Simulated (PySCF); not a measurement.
**Frequency calculation of RuH$_{5}$**

The run: frequency calculation of RuH$_{5}$, multiplicity 2. Method and program: UKS-based PBE0, Ru def2-TZVP with ECP28, H def2-TZVP; non-relativistic Hamiltonian with a scalar-relativistic core potential; density fitting (PySCF 2.14.0).

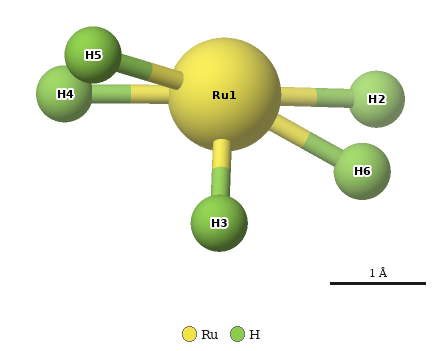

*The structure as given in the input (ball-and-stick view, seen at a tilt; atoms are numbered from 1 in the order of the input). Sticks mark near contacts.*

Bond lengths as drawn: H–Ru 1.55 to 1.71 Å.

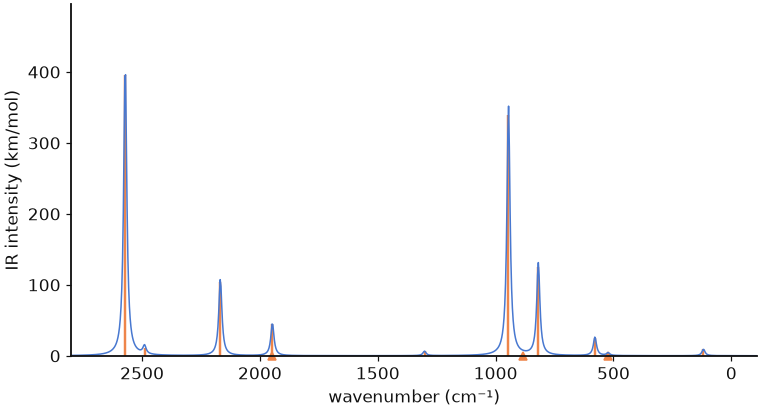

*Harmonic infrared spectrum, unscaled: sticks (degenerate modes added up, dark ones marked on the axis) with a Lorentzian envelope of 16 cm⁻¹ full width, scaled to the tallest stick.*

12 modes from 118 to 2572 cm⁻¹, none imaginary. The strongest line is at 2572 cm⁻¹ (396 km/mol). All modes, in cm⁻¹ (km/mol): 118 (8.9), 523 (3.7), 579 (25), 819 (125), 883 (0.0), 945 (339), 1302 (6.1), 1947 (44), 1949 (0.2), 2168 (104), 2490 (11.5), 2572 (396).

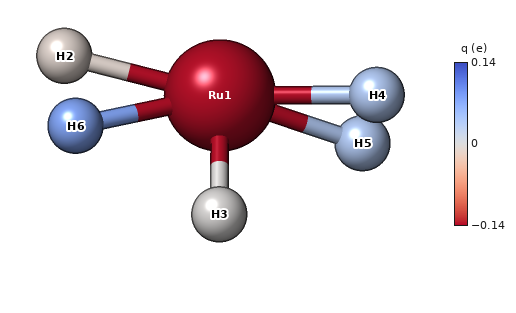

*Mulliken charges, as the colour of each atom (ball-and-stick view, seen at an oblique angle; atoms are numbered from 1 in the order of the input).*

By element: Ru −0.14 and H −0.01 to +0.07 e.

The input that produced these results follows, with the program's output.

**The input**
```python
from pyscf import gto, scf, dft
mol = gto.M(atom='''
Ru     0.004680     0.008496     0.016654
H     -0.624539    -1.133826     1.129341
H     -0.370025    -0.671765    -1.327740
H      1.052482     0.970706    -0.887075
H      0.257959     1.408349    -0.887075
H     -0.789055    -1.432498     0.288604''',
    basis={'Ru': 'def2-TZVP', 'H': 'def2-TZVP'},
    ecp={'Ru': 'def2-TZVP'},
    charge=0, spin=1)
mf = dft.UKS(mol, xc='PBE0')
mf.grids.atom_grid = (75, 302)
aux = {'Ru': 'def2-universal-JKFIT', 'H': 'def2-universal-JKFIT'}
mf = mf.density_fit(auxbasis=aux)
mf.conv_tol = 1e-09
mf.diis_space = 10
mf.max_cycle = 60
mf.verbose = 4
mf.kernel()
```

The script is an equivalent of the set-up of the self-consistent field. The run itself was carried out by a driver, which started from the orbitals of the step before it where there was one and computed the further properties.

Command:
```bash
OMP_NUM_THREADS=2 python axn.py task.json out
```

**What the program printed**
```
init E= -97.7992770477291
  alpha nocc = 11  HOMO = -0.22109088433387  LUMO = -0.046212527085908
  beta  nocc = 10  HOMO = -0.205549314489549  LUMO = -0.0688834056111354
  HOMO = -0.20554931449  LUMO = -0.0688834056111  gap/eV = 3.71887
cycle= 1 E= -97.7992770477291  delta_E= -2.84e-14  |g|= 4.72e-07  |ddm|= 8.24e-07
  alpha nocc = 11  HOMO = -0.22109092842505  LUMO = -0.0462125597597454
  beta  nocc = 10  HOMO = -0.205549359348149  LUMO = -0.0688834548362784
  HOMO = -0.205549359348  LUMO = -0.0688834548363  gap/eV = 3.71887
Extra cycle  E= -97.7992770477292  delta_E= -1.42e-14  |g|= 6.5e-07  |ddm|= 8.04e-07
converged SCF energy = -97.7992770477292  <S^2> = 0.75418854  2S+1 = 2.0041842
```

**Summary**

- outcome: converged
- total energy: −97.799277 hartree
- ⟨S²⟩: 0.754
- zero-point energy: 0.037121 hartree
- dipole moment: 1.52 D
- wavenumbers, lowest and highest: 118 and 2572 cm⁻¹
- hardware: 2 threads of AMD EPYC (Zen 3), 64 GiB of memory available, shared host
- wall time: 1.8 min (CPU time 3.6 min)
- peak memory: 1.1 GiB
